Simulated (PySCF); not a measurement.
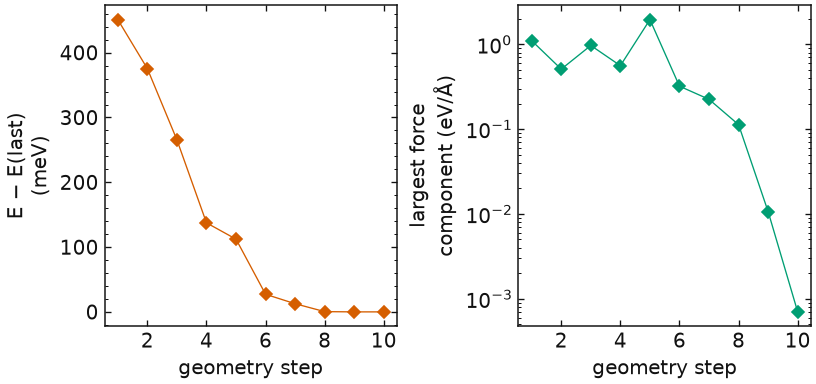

History of a geometry optimisation. The start has point group C2v, which is kept. A held symmetry can leave a saddle point.

The run: ZrF2 molecule, by RKS-based PBE0, Zr def2-TZVP with ECP28, F def2-TZVP; non-relativistic Hamiltonian with scalar-relativistic core potentials; density fitting (PySCF).

Question: How did the optimisation end?

Answer: The optimisation met its thresholds at geometry 10, counting the start as the first. The energy fell by about 450 meV from the first step to the last. The largest force component goes from about 1.1 eV/Å at the start to 7 × 10⁻⁴ eV/Å at the end, with a peak of 2 eV/Å at step 5.

Question: By which step was nine tenths of the energy gained?

Answer: By step 6 of 10.
